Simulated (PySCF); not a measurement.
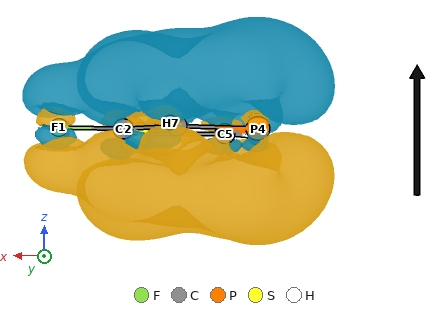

C3H2FPS, SMILES `Fc1cpcs1`. Change of the electron density in a uniform field of 0.41 V/Å along +z (arrow), surfaces at ±0.001 e/Å³ (yellow: gain, teal: loss).

Method: BLYP/6-311+G**; geometry: GFN2-xTB; program: PySCF. No frequency check shows the geometry to be a minimum. The basis has diffuse s and p functions alone, which still leaves polarisabilities too small, most of all across bonds. GFN2-xTB bond lengths at metals and heavier atoms can be off by up to 0.1 Å and shapes distorted, which carries into these values.

Q: How large is the response?

A: The induced dipole is 1.00 D (along the field); α along this axis, from the fields in both directions, is 49 bohr³ (7.3 Å³).

Q: Which atoms gain and lose the most charge?

A: Hardly any: no atom's Hirshfeld charge changes by as much as 0.002 e. The density shifts from one side of each atom to the other; 0.089 electrons are displaced in all.
